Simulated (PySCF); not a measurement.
**triplet SnF2: levels of theory compared**

We compute a comparison of 6 runs (U-r2SCAN/STO-3G, UPBE/STO-3G, USVWN5/STO-3G, NEVPT2(4,4)/STO-3G, ROCCSD(T)/STO-3G, UCCSD(T)/STO-3G) of triplet SnF2. 

The results are computed with PySCF 2.14.0.

7 further runs of the same task are left out: 7 set aside as unsound or not needed.

## (1) Starting point

SnF2 has 3 atoms, charge 0, and is taken as a triplet. SMILES of the parent species: `[F][Sn][F]`. The shape comes from GFN2-xTB, which is rough for such elements, and wasn't checked as a minimum. That shape belongs to the parent species and isn't relaxed for this state.

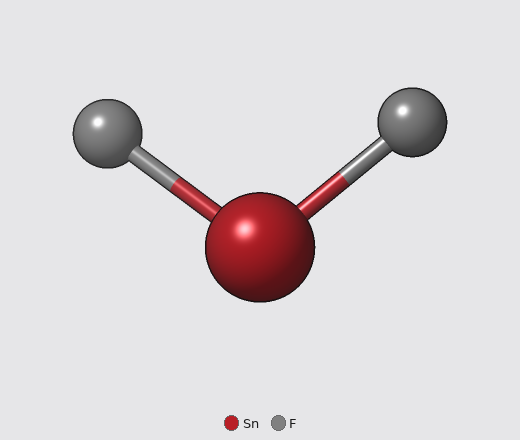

Viewed from a chosen angle; tin red, fluorine grey.

## (2) A single-point energy at U-r2SCAN/STO-3G (run 1)

mol.xyz

```xyz
3

Sn     0.005290    -0.007560    -0.865150
F      1.618310    -0.021230     0.443060
F     -1.623610     0.028790     0.422090
```

run.py

```python
from pyscf import gto, dft

mol = gto.M(
    atom='mol.xyz',
    basis='sto-3g',
    spin=2,
    max_memory=1860,
    verbose=3,
    charge=0,
)

mf = dft.UKS(mol, xc='r2scan')
mf.grids.level = 5
mf.conv_tol = 1e-10
mf.kernel()
if not mf.converged:
    mf = mf.newton().run(mf.mo_coeff, mf.mo_occ)

etot = mf.e_tot
print('Final energy', etot)
```

Run with:

```bash
$ OMP_NUM_THREADS=1 python run.py
```

Log:

```text
WARN: HOMO -0.450896415160298 >= LUMO -0.585760282492436

WARN: HOMO 0.0224904842661364 >= LUMO -5.65117530667847e-05

WARN: HOMO -0.00140467151834664 >= LUMO -0.0545177961643945

WARN: HOMO -0.00498007656069085 >= LUMO -0.0573710043721378

WARN: HOMO -0.00477462972053155 >= LUMO -0.0580645618423726

WARN: HOMO -0.00474471223928891 >= LUMO -0.0581543416341348

WARN: HOMO -0.00466609789750588 >= LUMO -0.0581604530142227

WARN: HOMO -0.00465122476422367 >= LUMO -0.0581619138664934

WARN: HOMO -0.00465020248467571 >= LUMO -0.058164942369471

WARN: HOMO -0.00464975175963914 >= LUMO -0.0581648153252675

WARN: HOMO -0.00464973670444893 >= LUMO -0.0581644852934194

converged SCF energy = -6162.14333008296  <S^2> = 2.0047726  2S+1 = 3.00318
Final energy -6162.14333008296
```

It took 13 s on 1 thread of Arm Neoverse V1, shared host; peak memory 0.29 GiB.

## (3) A single-point energy at UPBE/STO-3G (run 2)

job.py

```python
from pyscf import gto, dft

mol = gto.Mole()
mol.atom = '''
Sn     0.009997    -0.014286    -1.634897
F      3.058163    -0.040119     0.837262
F     -3.068178     0.054405     0.797634
'''
mol.spin = 2
mol.basis = 'sto-3g'
mol.unit = 'bohr'
mol.verbose = 3
mol.max_memory = 1860
mol.build()

ks = dft.UKS(mol)
ks.xc = 'pbe'
ks.grids.level = 5
ks.conv_tol = 1e-10
ks.kernel()
if not ks.converged:
    ks = ks.newton().run(ks.mo_coeff, ks.mo_occ)

e_final = ks.e_tot
print('E(%s) = %.9f' % ('PBE', e_final))
```

Run with:

```bash
$ OMP_NUM_THREADS=1 python job.py
```

Log:

```text
WARN: HOMO -0.451330269449652 >= LUMO -0.574290903075482

WARN: HOMO 0.0208012684072955 >= LUMO -0.0261155196103761

WARN: HOMO 0.0143934965632626 >= LUMO -0.0643777301315867

WARN: HOMO 0.0104328943255747 >= LUMO -0.0608919982960947

WARN: HOMO 0.0105874340011554 >= LUMO -0.0619732986497508

WARN: HOMO 0.0105605054149343 >= LUMO -0.0625288271018188

WARN: HOMO 0.0105706888062502 >= LUMO -0.0626268738251729

WARN: HOMO 0.0105893507103839 >= LUMO -0.0626270837226596

WARN: HOMO 0.0105905616279937 >= LUMO -0.0626258288299079

WARN: HOMO 0.0105907400219894 >= LUMO -0.0626255755543438

WARN: HOMO 0.0105907768268408 >= LUMO -0.06262568040772

WARN: HOMO 0.010590770828857 >= LUMO -0.0626256401393268

converged SCF energy = -6161.20923877581  <S^2> = 2.0023114  2S+1 = 3.0015405
E(PBE) = -6161.209238776
```

Run time: 8.7 s. Hardware: 1 thread of Arm Neoverse V1, shared host; peak memory 0.28 GiB.

Runs 3 to 5 aren't shown in full; the table further down has their settings and results.

## (4) The energy at UCCSD(T)/STO-3G (run 6)

input.py

```python
from pyscf import gto, cc

mol = gto.M(
    atom='Sn 0.005290 -0.007560 -0.865150; F 1.618310 -0.021230 0.443060; F -1.623610 0.028790 0.422090',
    spin=2,
    verbose=4,
    basis='sto-3g',
    max_memory=1860,
)

calc0 = mol.UHF()
calc0.conv_tol = 1e-10
calc0.kernel()
if not calc0.converged:
    calc0 = calc0.newton().run(calc0.mo_coeff, calc0.mo_occ)

mycc = cc.CCSD(calc0, frozen=20)
mycc.kernel()
e_t = mycc.ccsd_t()
energy = mycc.e_tot + e_t
print('E = %.10f Eh' % energy)
```

Run with:

```bash
$ OMP_NUM_THREADS=1 python input.py
```

Log:

```text
PySCF version 2.14.0

[INPUT] num. atoms = 3
[INPUT] num. electrons = 68
[INPUT] charge = 0
[INPUT] spin (= nelec alpha-beta = 2S) = 2
[INPUT] symmetry False subgroup None
[INPUT] Mole.unit = angstrom
[INPUT] Symbol           X                Y                Z      unit          X                Y                Z       unit  Magmom
[INPUT]  1 Sn     0.005290000000  -0.007560000000  -0.865150000000 AA    0.009996651199  -0.014286329502  -1.634896556667 Bohr   0.0
[INPUT]  2 F      1.618310000000  -0.021230000000   0.443060000000 AA    3.058162684645  -0.040118885625   0.837262056750 Bohr   0.0
[INPUT]  3 F     -1.623610000000   0.028790000000   0.422090000000 AA   -3.068178233105   0.054405215126   0.797634499918 Bohr   0.0

nuclear repulsion = 242.558609252365
number of shells = 17
number of NR pGTOs = 111
number of NR cGTOs = 37
basis = sto-3g
ecp = {}

[... 20 lines left out ...]
WARN: HOMO -0.350638501685361 >= LUMO -0.621805645031955
[... 74 lines left out ...]
converged SCF energy = -6159.26977782204  <S^2> = 2.0546665  2S+1 = 3.0362256
[... 12 lines left out ...]
Init t2, MP2 energy = -0.0529203185445632
[... 20 lines left out ...]
UCCSD converged
[... 2 lines left out ...]
E = -6159.3571732740 Eh
```

It took 1.3 s on 1 thread of Arm Neoverse V1, shared host; peak memory 0.12 GiB.

## (5) The series

```csv
run,level,integration grid,active selection,energy (Eh),dipole moment (D) of the reference,HOMO energy (eV),⟨S²⟩,wall time
1,U-r2SCAN/STO-3G,5,–,-6162.143330,0.97,-0.13,2.005,13 s
2,UPBE/STO-3G,5,–,-6161.209239,0.54,0.29,2.002,8.7 s
3,USVWN5/STO-3G,5,–,-6154.958172,0.44,0.30,2.001,4.2 s
4,"NEVPT2(4,4)/STO-3G",–,mp2 natural orbitals,-6159.335413,3.23,–,–,2.1 s
5,ROCCSD(T)/STO-3G,–,–,-6159.357368,3.23,–,2.000,1.2 s
6,UCCSD(T)/STO-3G,–,–,-6159.357173,2.83,-4.18,2.055,1.3 s
```

## (6) Results

```
                                                         quantity           value
                                              run 6: total energy  -6159.35717 Eh
                      run 6: dipole moment (Hartree–Fock density)          2.83 D
run 6: HOMO energy (Hartree–Fock orbitals) (highest over α and β)        -4.18 eV
 run 6: LUMO energy (Hartree–Fock orbitals) (lowest over α and β)         3.37 eV
              run 6: correlation energy (20 core orbitals frozen)       -87.4 mEh
                                            run 6: (T) correction       -4.96 mEh
                         run 6: ⟨S²⟩ of the reference determinant           2.055
                                             run 6: T1 diagnostic           0.024
```

What this shows: Over runs 1, 2, 3 the dipole moment (its size) runs from 0.44 D (USVWN5/STO-3G) to 0.97 D (U-r2SCAN/STO-3G). Totals of different functionals can't be ranked against each other. In runs 1, 2, 3, 4, 5, 6 the basis is minimal, so the values are rough. In runs 1, 2, 3, 4, 5, 6 relativity is left out where basis or elements ask for it. All runs together took 30 s, the longest 13 s.
